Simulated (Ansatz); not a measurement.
**Ge₃H₆: geometry optimisation**

Computed with Ansatz 0.2.0. Level: RKS B3LYP-D4/def2-SVP.

## (1) The starting structure

SMILES `[GeH2]1[GeH2][GeH2]1`, 9 atoms, charge 0, spin multiplicity 1.

Atoms are counted from 1 here; the program's logs count them from 0.

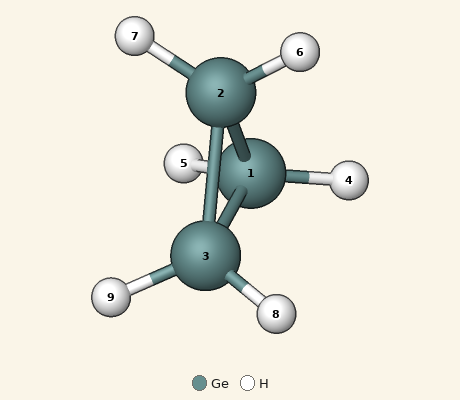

The starting geometry (germanium teal, hydrogen white); atoms are numbered from 1 in the order of the file.

As a file:

```mol
Ge3H6
  3D, bonds by distance, orders not assigned

  9  9  0  0  0  0  0  0  0  0999 V2000
   -0.9976    0.3131   -0.9581 Ge  0  0
    1.2931    0.5720   -0.1099 Ge  0  0
   -0.2951   -0.8858    1.0676 Ge  0  0
   -1.2070   -0.4872   -2.2676 H   0  0
   -1.9683    1.5125   -0.8225 H   0  0
    2.4613   -0.0851   -0.8864 H   0  0
    1.6934    1.9061    0.5676 H   0  0
   -0.1088   -2.4210    0.9801 H   0  0
   -0.8710   -0.4244    2.4294 H   0  0
  1  2  8  0
  1  3  8  0
  1  4  8  0
  1  5  8  0
  2  3  8  0
  2  6  8  0
  2  7  8  0
  3  8  8  0
  3  9  8  0
M  END
```

## (2) Relaxation

The input, input.yaml:

```yaml
crystal:
  periodic: [false, false, false]
  atoms:
    - { symbol: Ge, position_ang: [-0.997635, 0.31309, -0.958146] }
    - { symbol: Ge, position_ang: [1.293111, 0.571972, -0.10993] }
    - { symbol: Ge, position_ang: [-0.295065, -0.885827, 1.067557] }
    - { symbol: H, position_ang: [-1.206975, -0.487224, -2.267638] }
    - { symbol: H, position_ang: [-1.968287, 1.512485, -0.822508] }
    - { symbol: H, position_ang: [2.461279, -0.085124, -0.886373] }
    - { symbol: H, position_ang: [1.693412, 1.90609, 0.567627] }
    - { symbol: H, position_ang: [-0.108805, -2.42103, 0.980051] }
    - { symbol: H, position_ang: [-0.871026, -0.424423, 2.42938] }
basis:
  gaussian: { orbitals: def2-SVP }
hamiltonian:
  xc: { name: B3LYP }
  dispersion: d4
output:
  forces: true
relax:
  f_tol: 0.003
  max_steps: 120
```

On the command line:

```console
$ ansatz run input.yaml --threads 1 --pin off --max-ram 2560MiB --backend cpu --events-out ev --progress --plain --runs-dir out
```

**Question.** How long does this run take on 1 thread of Arm Neoverse V1, shared host, and how much memory does it need?

About 46 s, with a peak of 0.37 GiB.
